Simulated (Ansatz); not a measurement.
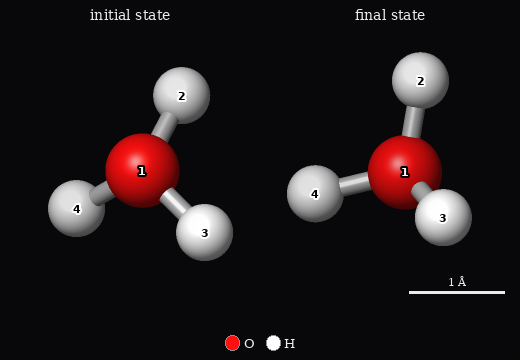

The two relaxed end points of a path for H3O (charge +1). The picture is a ball-and-stick view, seen at a tilt.

Computed with RKS PBE0-D4/def2-TZVP in Ansatz 0.2.0.

Settings: 7 movable images; climbing image; force threshold 0.03 eV/Å; iteration limit 60.

Start:
```xyz
4

O     0.1810   -0.0565   -0.0525
H     0.2194    0.9187    0.0150
H    -0.4087   -0.3685   -0.7679
H     0.0082   -0.4938    0.8054
```

End:
```xyz
4

O    -0.1810    0.0564    0.0525
H     0.3401    0.8811   -0.0200
H    -0.2880   -0.4061   -0.8029
H     0.1289   -0.5314    0.7704
```

### Predict the minimum-energy path and its barrier.

The barrier is about 1.32 kcal/mol in both directions, with image 4 at the top; the ends have the same energy. The motion is an umbrella inversion at O1. No bond forms or breaks between the ends. Bond angles that change up to the highest image, for instance: H2–O1–H3 113.1° → 120.0°. The band is converged.

Energies of the converged images:

```csv
image,path (Å),E (kcal/mol)
0,0.00,0.00
1,0.06,0.24
2,0.12,0.72
3,0.18,1.15
4,0.23,1.32
5,0.29,1.15
6,0.35,0.71
7,0.41,0.24
8,0.47,0.00
```

The geometry at the top of the path:

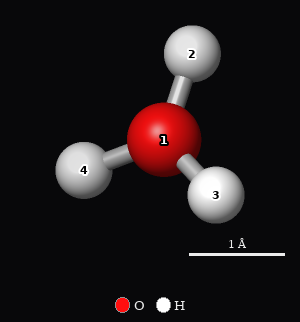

The run took 18 s on 1 thread of Arm Neoverse V1, on a shared host, peak memory 0.08 GiB.
